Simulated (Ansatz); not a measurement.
## SiBi (built on the sites of a database entry of SnSb): phonons and vibrational spectra

How does SiBi (built on the sites of a database entry of SnSb) vibrate, and is this structure a minimum?

Calculated with Ansatz 0.2.0; DFT LDA, scalar-relativistic, plane waves, PAW.

The structure was built from a prototype and need not be the compound's stable phase.

## (1) Set-up

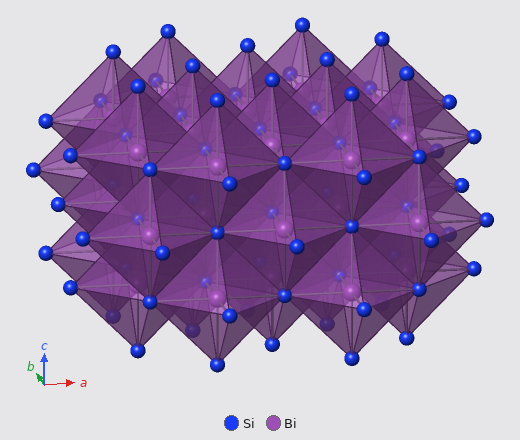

Start, viewed slightly off an axis; silicon blue, bismuth purple. 2×2×1 cells are drawn. This picture shows the conventional cell, with its axes. Some periodic images of atoms are drawn too.

## (2) Bringing the structure to rest

Harmonic phonons are second derivatives at a point where the forces vanish, and they are wanted at zero stress, so atoms and cell are relaxed first.

input.yaml

```yaml
crystal:
  lattice:
    - [0.0, 2.9425, 2.9425]
    - [2.9425, 0.0, 2.9425]
    - [2.9425, 2.9425, 0.0]
  atoms:
    - { symbol: Si, position: [0.0, 0.0, 0.0] }
    - { symbol: Bi, position: [0.5, 0.5, 0.5] }
kpoints:
  mp_grid: { grid: [12, 12, 12] }
hamiltonian:
  xc: lda
scf:
  occupations: { method: gaussian, width: 0.1 }
output:
  forces: true
  stress: true
  eigenvalues: true
relax:
  adjacent_minimum: "off"
  f_tol: 0.005
  max_steps: 80
  cell: { stress_tol: 0.05 }
```

Launch:

```bash
$ ansatz run input.yaml --threads 4 --pin off --max-ram 14336MiB --backend cpu --events-out ev --progress --plain --runs-dir out
```

Numbers of over 12 decimals in the logs are rounded to 6 here.

Output:

```text
Engine: ansatz 0.2.0, aarch64-unknown-linux-gnu
Pseudopotentials: kind: paw
Pseudopotential: Si, paw, valence charge 4, recommended cutoff 420 eV (normal), Si.paw.azcp
Pseudopotential: Bi, paw, valence charge 15, recommended cutoff 420 eV (normal), Bi.paw.azcp
Functional definition: SPW92
  exchange = slater_x
  correlation = pw_c
Crystal: 2 atoms, lattice volume = 50.954 Å³
Basis set: ecut = 420 eV, 965 PW (Γ)
Bands: 14, of which v1, the nominal top of the filled ones, is band 10 counted from 1 (9 counted from 0)
Symmetry: 48 space group operations
Space group: Fm-3m (ITA 225), of the structure as read, at distance tolerance 3.7e-5 Å
k-points: 72 of 1728
Non-local potential: Si, projectors of the file, l = 0: 2, l = 1: 2, l = 2: 2
Non-local potential: Bi, projectors of the file, l = 0: 2, l = 1: 2, l = 2: 2, l = 3: 2
PAW form: soft (Blöchl's): semilocal exchange-correlation on the pseudo side does not see the compensation charge
PAW frozen core: Si, regenerated for the run's functional, and the local potential with it (the file was generated under x = pbe(κ = 0.804, μ = 0.219515), c = pbe(β = 0.066725))
PAW frozen core: Bi, regenerated for the run's functional, and the local potential with it (the file was generated under x = pbe(κ = 0.804, μ = 0.219515), c = pbe(β = 0.066725))
PAW one-centre angular grid: Si, 110 points (default); XC on 64 Gauss nodes
PAW one-centre angular grid: Bi, 590 points (default); XC on 64 Gauss nodes
Initial density: superposition of atomic densities (neutral atoms: chi_scale 0, normalization atom), corrected by the library's trained network
Initial wavefunctions: pseudopotential atomic-orbital guess
Functional: x = slater, c = lda
SCF iter   1: F=—  HF=-12693.723981 eV  |F-HF|=—  |Δ(HF+E_count)|=         —  Δρ=4.16e-3  dr2=7.18e-3  ethr=1.77e-3  ⟨swp⟩=5.7  Hψ=5821  notcnv=0
preconditioner: auto → Kerker (q_TF=auto, 2.315 Å⁻¹)  [metal: Δε(μ)=0.032 eV  Ē_g=18.456 eV  σ=0.100 eV  W_gap=0.17  n_scr=14 (ndim 8)  ℏωp=22.7 eV  f_vac=0.000  D(μ)=1.11/eV (n_scr^D=8)]
SCF iter   2: F=—  HF=-12693.721959 eV  |F-HF|=—  |Δ(HF+E_count)|=   2.02e-3  Δρ=2.49e-3  dr2=2.66e-3  ethr=3.78e-5  ⟨swp⟩=1.5  Hψ=1654  notcnv=0
SCF iter   3: F=—  HF=-12693.721400 eV  |F-HF|=—  |Δ(HF+E_count)|=   5.58e-4  Δρ=4.99e-4  dr2=9.20e-5  ethr=1.40e-5  ⟨swp⟩=2.2  Hψ=1683  notcnv=0
SCF iter   4: F=—  HF=-12693.721364 eV  |F-HF|=—  |Δ(HF+E_count)|=   3.62e-5  Δρ=2.05e-4  dr2=1.75e-5  ethr=4.84e-7  ⟨swp⟩=2.7  Hψ=1750  notcnv=0
SCF iter   5: F=—  HF=-12693.721359 eV  |F-HF|=—  |Δ(HF+E_count)|=   5.43e-6  Δρ=2.38e-5  dr2=2.63e-7  ethr=9.22e-8  ⟨swp⟩=2.4  Hψ=1593  notcnv=0
SCF iter   6: F=-12693.721359 eV  HF=-12693.721359 eV  |F-HF|=2.76e-9  |Δ(HF+E_count)|=   3.09e-8  Δρ=5.15e-6  dr2=1.25e-8  ethr=5.26e-10  ⟨swp⟩=7.0  Hψ=5003  notcnv=0
SCF 1 converged in 6 iterations: F = -12693.721359 eV  dr2 = 1.25e-8
  greatest PAW one-centre occupation: 0.988 electrons in one spin orbital (limit 2), on the Bi atom at site 1 (counted from 0), in its partial waves of l = 2
relax step   1: F+E_penalty+E_count = -12693.72135878 eV  Δ(F+E_penalty+E_count) = +0.000e0 eV  max|allowed force component| = 6.334e-29 eV/Å  Δτ_max = 0.0000 Å  P = -3.898 GPa  Ω = 50.954 Å³  (6 SCF iters, dr2 threshold 1.00e-7 eV, accepted)
Crystal: 2 atoms, lattice volume = 45.736 Å³
Basis set: ecut = 420 eV, 893 PW (Γ)
Initial density: handed on by an earlier stage of this run
Initial wavefunctions: those handed on with the density
iter 1 solved again at ethr=5.61e-5 eV; its pass at ethr=3.10e-3 eV (dr2=1.07e-2 eV) is discarded
SCF iter   1: F=—  HF=-12693.743364 eV  |F-HF|=—  |Δ(HF+E_count)|=         —  Δρ=3.87e-3  dr2=1.12e-2  ethr=5.61e-5  ⟨swp⟩=2.0  Hψ=7294  notcnv=0
preconditioner: auto → Kerker (q_TF=auto, 2.357 Å⁻¹)  [metal: Δε(μ)=0.022 eV  Ē_g=18.874 eV  σ=0.100 eV  W_gap=0.13  n_scr=14 (ndim 8)  ℏωp=23.9 eV  f_vac=0.000  D(μ)=1.11/eV (n_scr^D=8)]
SCF iter   2: F=—  HF=-12693.740832 eV  |F-HF|=—  |Δ(HF+E_count)|=   2.53e-3  Δρ=2.32e-3  dr2=3.73e-3  ethr=5.61e-5  ⟨swp⟩=1.0  Hψ=1008  notcnv=0
SCF iter   3: F=—  HF=-12693.739845 eV  |F-HF|=—  |Δ(HF+E_count)|=   9.86e-4  Δρ=4.62e-4  dr2=1.26e-4  ethr=1.96e-5  ⟨swp⟩=2.1  Hψ=1163  notcnv=0
SCF iter   4: F=—  HF=-12693.739856 eV  |F-HF|=—  |Δ(HF+E_count)|=   1.07e-5  Δρ=1.09e-4  dr2=8.81e-6  ethr=6.66e-7  ⟨swp⟩=1.4  Hψ=1084  notcnv=0
SCF iter   5: F=-12693.739855 eV  HF=-12693.739855 eV  |F-HF|=2.24e-8  |Δ(HF+E_count)|=   5.81e-7  Δρ=2.17e-5  dr2=1.89e-7  ethr=1.05e-9  ⟨swp⟩=4.9  Hψ=5963  notcnv=0
SCF 2 converged in 5 iterations: F = -12693.739855 eV  dr2 = 1.89e-7
relax step   2: F+E_penalty+E_count = -12693.73985529 eV  Δ(F+E_penalty+E_count) = -1.850e-2 eV  max|allowed force component| = 3.365e-29 eV/Å  Δτ_max = 0.0000 Å  P = +3.569 GPa  Ω = 45.736 Å³  energy of the carried Pulay correction = +9.646e-4 eV  (5 SCF iters, dr2 threshold 2.00e-7 eV, accepted)
Crystal: 2 atoms, lattice volume = 48.090 Å³
Basis set: ecut = 420 eV, 941 PW (Γ)
iter 1 solved again at ethr=1.44e-5 eV; its pass at ethr=3.10e-3 eV (dr2=2.74e-3 eV) is discarded
SCF iter   1: F=—  HF=-12693.762588 eV  |F-HF|=—  |Δ(HF+E_count)|=         —  Δρ=1.91e-3  dr2=2.99e-3  ethr=1.44e-5  ⟨swp⟩=2.0  Hψ=7416  notcnv=0
preconditioner: auto → Kerker (q_TF=auto, 2.337 Å⁻¹)  [metal: Δε(μ)=0.034 eV  Ē_g=18.718 eV  σ=0.100 eV  W_gap=0.19  n_scr=14 (ndim 8)  ℏωp=23.3 eV  f_vac=0.000  D(μ)=1.07/eV (n_scr^D=8)]
SCF iter   2: F=—  HF=-12693.761925 eV  |F-HF|=—  |Δ(HF+E_count)|=   6.63e-4  Δρ=1.14e-3  dr2=9.89e-4  ethr=1.44e-5  ⟨swp⟩=1.0  Hψ=1008  notcnv=0
SCF iter   3: F=—  HF=-12693.761679 eV  |F-HF|=—  |Δ(HF+E_count)|=   2.46e-4  Δρ=2.33e-4  dr2=3.47e-5  ethr=5.21e-6  ⟨swp⟩=2.1  Hψ=1158  notcnv=0
SCF iter   4: F=—  HF=-12693.761689 eV  |F-HF|=—  |Δ(HF+E_count)|=   9.56e-6  Δρ=5.32e-5  dr2=2.28e-6  ethr=1.83e-7  ⟨swp⟩=1.4  Hψ=1058  notcnv=0
SCF iter   5: F=-12693.761689 eV  HF=-12693.761689 eV  |F-HF|=4.84e-9  |Δ(HF+E_count)|=   1.14e-7  Δρ=1.08e-5  dr2=3.81e-8  ethr=1.05e-9  ⟨swp⟩=3.8  Hψ=4738  notcnv=0
SCF 3 converged in 5 iterations: F = -12693.761689 eV  dr2 = 3.81e-8
relax step   3: F+E_penalty+E_count = -12693.76168862 eV  Δ(F+E_penalty+E_count) = -2.183e-2 eV  max|allowed force component| = 2.347e-29 eV/Å  Δτ_max = 0.0000 Å  P = -0.359 GPa  Ω = 48.090 Å³  energy of the carried Pulay correction = +5.168e-4 eV  (5 SCF iters, dr2 threshold 2.00e-7 eV, accepted)
[...]
relax step   4: F+E_penalty+E_count = -12693.76200292 eV  Δ(F+E_penalty+E_count) = -3.143e-4 eV  max|allowed force component| = 2.115e-28 eV/Å  Δτ_max = 0.0000 Å  P = -0.028 GPa  Ω = 47.865 Å³  energy of the carried Pulay correction = +5.587e-4 eV  (4 SCF iters, dr2 threshold 2.00e-7 eV, accepted)
Initial wavefunctions: pseudopotential atomic-orbital guess (no wavefunctions were taken with the density)
iter 1 solved again at ethr=2.58e-7 eV; its pass at ethr=3.10e-3 eV (dr2=4.90e-5 eV) is discarded
SCF iter   1: F=—  HF=-12693.761489 eV  |F-HF|=—  |Δ(HF+E_count)|=         —  Δρ=6.58e-5  dr2=4.11e-7  ethr=2.58e-7  ⟨swp⟩=3.6  Hψ=8939  notcnv=0
preconditioner: auto → Kerker (q_TF=auto, 2.339 Å⁻¹)  [metal: Δε(μ)=0.034 eV  Ē_g=18.713 eV  σ=0.100 eV  W_gap=0.19  n_scr=14 (ndim 8)  ℏωp=23.4 eV  f_vac=0.000  D(μ)=1.07/eV (n_scr^D=8)]
SCF iter   2: F=—  HF=-12693.761487 eV  |F-HF|=—  |Δ(HF+E_count)|=   2.51e-6  Δρ=3.38e-5  dr2=9.64e-8  ethr=2.16e-9  ⟨swp⟩=2.3  Hψ=1604  notcnv=0
SCF iter   3: F=—  HF=-12693.761487 eV  |F-HF|=—  |Δ(HF+E_count)|=   2.97e-8  Δρ=3.83e-6  dr2=2.18e-9  ethr=5.07e-10  ⟨swp⟩=2.3  Hψ=1500  notcnv=0
SCF iter   4: F=—  HF=-12693.761487 eV  |F-HF|=—  |Δ(HF+E_count)|=  8.59e-10  Δρ=5.60e-7  dr2=2.05e-10  ethr=1.15e-11  ⟨swp⟩=2.0  Hψ=1182  notcnv=0
SCF iter   5: F=-12693.761487 eV  HF=-12693.761487 eV  |F-HF|=0.00e0  |Δ(HF+E_count)|=  5.82e-11  Δρ=1.22e-7  dr2=1.04e-11  ethr=1.00e-12  ⟨swp⟩=7.3  Hψ=5004  notcnv=0
SCF 5 converged in 5 iterations: F = -12693.761487 eV  dr2 = 1.04e-11
relax step   5: F+E_penalty+E_count = -12693.76148663 eV  Δ(F+E_penalty+E_count) = +5.163e-4 eV  max|allowed force component| = 1.872e-28 eV/Å  Δτ_max = 0.0000 Å  P = -0.032 GPa  Ω = 47.865 Å³  stress off target by 3.15e-2 GPa  SCF on the basis re-selected at this cell (its energy is not comparable with the rows above)  (5 SCF iters)
basis re-selected at this cell: Δ(F+E_penalty+E_count) = +5.163e-4 eV, ΔP = -0.004 GPa vs the last step (what re-selecting the basis moved, of the pressure what is left beyond the Pulay correction that the steps carried, after the strain that the cell walked since its last selection, with what the two solves' SCF thresholds leave and, on support functions, any second-order correction that the steps lacked; it is no m [...]
SCF converged after 5 iterations
Free energy (F): -12693.761487 eV
Harris-Foulkes:  -12693.761487 eV  (|F-HF|=0.00e0)
Internal energy: -12693.756118 eV  (E = F + TS)
E sigma→0 (E₀):  -12693.758802 eV
Entropy (-TS):   -0.005369 eV (-2.685 meV/atom)
Fermi energy:    10.231464 eV
--- Per-component energies (eV) ---
  E_band       = -80.927773
  E_kinetic    = 343.524531
  E_local      = -1549.004679  (includes V_loc(G=0)·N_el)
  E_nonlocal   = 590.873755
  E_hartree    = 508.872156
  E_xc         = -205.431959
  E_vxc        = -191.948606  (∫ρ·V_xc dr)
  E_paw        = -10839.014225  (= ΣΔE_a)
  E_vpaw       = -292.116478  (= ΣTr[D̂ρ^β])
  E_aug_tail   = -0.000523  (compensation charges beyond the density's cutoff)
  E_ewald      = -1543.654619
  E_core_change = 0.079446  (= ΣΔE_core)
  E_smearing   = -0.005369  (= −TS)
  E_closure    = 0.000000  (closes the sum)
  Σ components = -12693.761487   (vs F -12693.761487, Δ=0.00e0)
--- Forces (eV/Å), atoms counted from 1 ---
  atom   1  Si    -0.00000000     0.00000000    -0.00000000
  atom   2  Bi     0.00000000    -0.00000000     0.00000000
  max |Σ_I F_I| component: 3.66e-28 eV/Å
--- Stress (GPa, compression-positive) ---
       -0.031506       0.000000      -0.000000
        0.000000      -0.031506      -0.000000
       -0.000000      -0.000000      -0.031506
  P = ⅓ Tr σ = -0.0315 GPa (-0.315 kbar)
--- Band table (eV; the first three rows and the last of 72) ---
  k-point 0: bands = [... 6 lower, 7.5388, 9.5140, 9.5140, 9.5140, 15.1404, 15.1404, 15.1404, 15.7190]
  k-point 1: bands = [... 6 lower, 6.8739, 9.5206, 9.5206, 9.9555, 14.6247, 14.6247, 14.7134, 15.6996]
  k-point 2: bands = [... 6 lower, 5.6316, 9.5519, 9.5519, 10.5392, 13.6747, 13.6747, 13.9531, 15.8614]
  k-point 71: bands = [... 6 lower, 3.0165, 5.4368, 5.4368, 11.5658, 11.7539, 15.9502, 15.9502, 18.8511]
--- Relaxed structure (4 steps of the walk, 4 accepted, 1 SCFs on fresh bases) ---
  F+E_penalty+E_count = -12693.76148663 eV   max|allowed force component| = 1.872e-28 eV/Å   (the final SCF, on the basis selected at the relaxed cell)
  cell:  # Å, volume = 47.8647 Å³
    - [0, 2.881785, 2.881785]
    - [2.881785, 0, 2.881785]
    - [2.881785, 2.881785, 0]
  atoms:
    - { symbol: Si, position: [0, 0, 0] }
    - { symbol: Bi, position: [0.500000, 0.500000, 0.500000] }
```

The job ended after 6.6 s (4 threads of Arm Neoverse N1, shared host; peak memory 0.38 GiB; 24 s of CPU time).

The steps of the relaxation:

```
step  energy less that of the first step (eV)  largest force component (eV/Å)  pressure (GPa)  volume (Å³)
   1                                   0.0000                          0.0000           -3.90        50.95
   2                                  -0.0185                          0.0000            3.57        45.74
   3                                  -0.0403                          0.0000           -0.36        48.09
   4                                  -0.0406                          0.0000           -0.03        47.86
  5*                                  -0.0401                          0.0000           -0.03        47.86
```

Relaxation steps marked * repeat the geometry before them on a plane-wave basis chosen anew for their cell, so energy and pressure can jump there.

The run keeps the 48 symmetry operations that it works with, so distortions that break them were not tested.

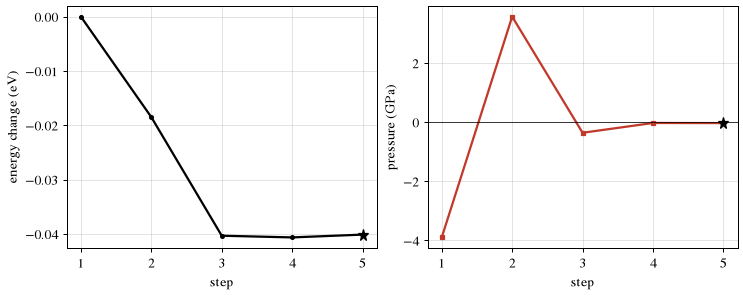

Energy and pressure along the relaxation. Stars mark steps on a basis chosen anew.

```csv
"conventional cell, symmetrised",before,after,change
a (Å),5.885,5.764,-2.1 %
b (Å),5.885,5.764,-2.1 %
c (Å),5.885,5.764,-2.1 %
volume (Å³/atom),25.48,23.93,-6.1 %
```

Final coordinates:

```
Si Bi
1.0
     0.00000    2.88179    2.88179
     2.88179    0.00000    2.88179
     2.88179    2.88179    0.00000
Si Bi
1 1
Direct
  0.00000 0.00000 0.00000
  0.50000 0.50000 0.50000
```

This step gave:

```yaml
pressure: -0.03151 GPa
volume_per_atom: 23.93 Å³
gap_on_the_k_mesh: 0 eV
```

In this step the volume went from 25.48 to 23.93 Å³/atom.

## (3) Relaxing to small forces for the phonons

Phonons need a cell at rest on their own settings, so the relaxation is repeated with tight tolerances on forces and stress, using the mesh and the filling of the phonon run that follows.

input.yaml

```yaml
crystal:
  lattice:
    - [0.0, 2.8817854488, 2.8817854488]
    - [2.8817854488, 0.0, 2.8817854488]
    - [2.8817854488, 2.8817854488, 0.0]
  atoms:
    - { symbol: Si, position: [0.0, 0.0, 0.0] }
    - { symbol: Bi, position: [0.5, 0.5, 0.5] }
kpoints:
  mp_grid: { grid: [12, 12, 12] }
hamiltonian:
  xc: lda
scf:
  occupations: { method: methfessel_paxton, width: 0.2 }
output:
  forces: true
  stress: true
  eigenvalues: true
  write_density: true
  write_potential: true
  elf: true
  volumetric_format: npy
relax:
  adjacent_minimum: "off"
  f_tol: 0.001
  max_steps: 60
  cell: { stress_tol: 0.01 }
```

Output:

```text
[...]
Crystal: 2 atoms, lattice volume = 47.865 Å³
Basis set: ecut = 420 eV, 941 PW (Γ)
Bands: 14, of which v1, the nominal top of the filled ones, is band 10 counted from 1 (9 counted from 0)
Symmetry: 48 space group operations
[...]
k-points: 72 of 1728
[...]
k-point 71: bands = [... 6 lower, 3.0247, 5.4430, 5.4430, 11.5768, 11.7652, 15.9600, 15.9600, 18.8669]
--- Relaxed structure (3 steps of the walk, 3 accepted, 1 SCFs on fresh bases) ---
[...]
cell:  # Å, volume = 47.8332 Å³
    - [0, 2.881154, 2.881154]
    - [2.881154, 0, 2.881154]
    - [2.881154, 2.881154, 0]
  atoms:
    - { symbol: Si, position: [0, 0, 0] }
    - { symbol: Bi, position: [0.5, 0.5, 0.5] }
[key lines of the parts left out:]
SCF converged after 5 iterations
Free energy (F): -12693.759175 eV
Fermi energy:    10.243942 eV
P = ⅓ Tr σ = 0.0001 GPa (0.001 kbar)
```

It took 5.2 s on 4 threads; peak memory 0.37 GiB; 19 s of CPU time.

Little changed from the start: no atom moved by 0.005 Å and no cell edge by 0.1 %.

Numbers from this step:

| Property | Result |
| --- | --- |
| pressure | 9.22e-5 GPa |
| volume per atom | 23.92 Å³ |

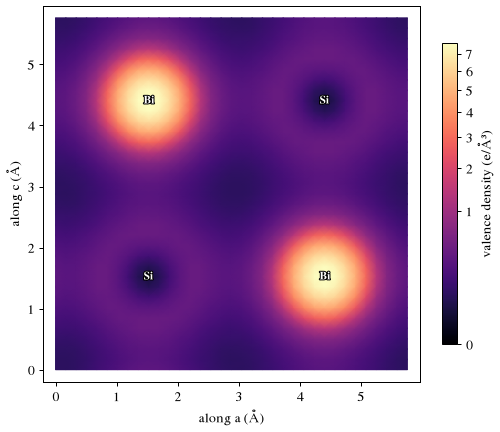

Valence density in the ac plane of the conventional cell at fractional y = 0.000, with atoms of Si and Bi within 0.2 Å of it. It is the smooth field of the valence electrons, not physical close to the nuclei. The map starts off the cell's origin, so that atoms lie inside it. The colour scale is stretched toward low values.

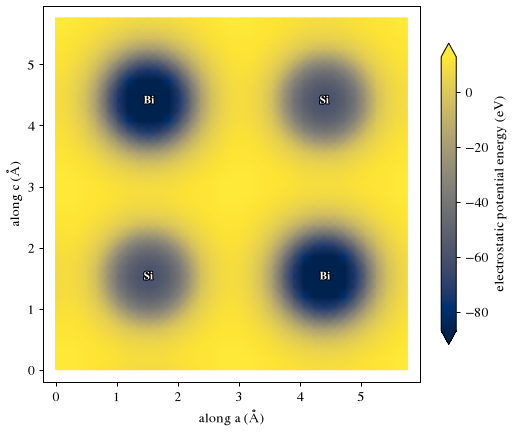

Electrostatic potential energy in the ac plane of the conventional cell at fractional y = 0.000, with atoms of Si and Bi within 0.2 Å of it. With pseudopotentials it is smooth inside the atoms' cores, unlike the true potential. The map starts off the cell's origin, so that atoms lie inside it.

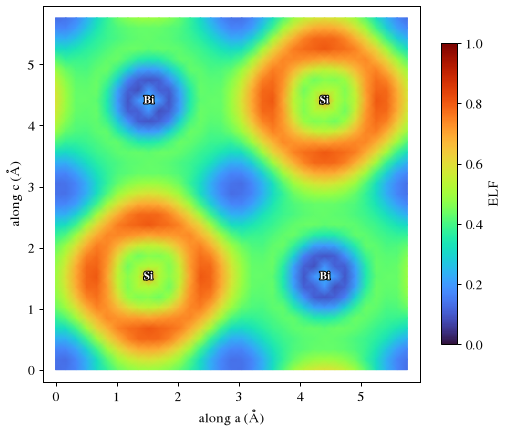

ELF in the ac plane of the conventional cell at fractional y = 0.000, with atoms of Si and Bi within 0.2 Å of it. It is the smooth field of the valence electrons, not physical close to the nuclei. The map starts off the cell's origin, so that atoms lie inside it.

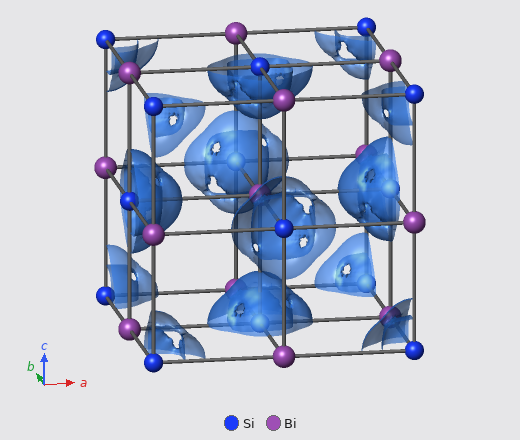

Surface of ELF = 0.72.

The forces vanish by symmetry and the pressure is 0.000 GPa, within the tolerances set. The cell now holds 23.92 Å³/atom.

(Continued in part 2 of 3.)

[Logs are printed without paths, hosts, clocks, repeated set-up lines and the standing remarks that a program may print on its own settings, such as how far it seeks lower states.]

[Hosts, paths, dates, database ids (printed as entryN), source tags and the programs' standing remarks are cut or masked in the printed files.]
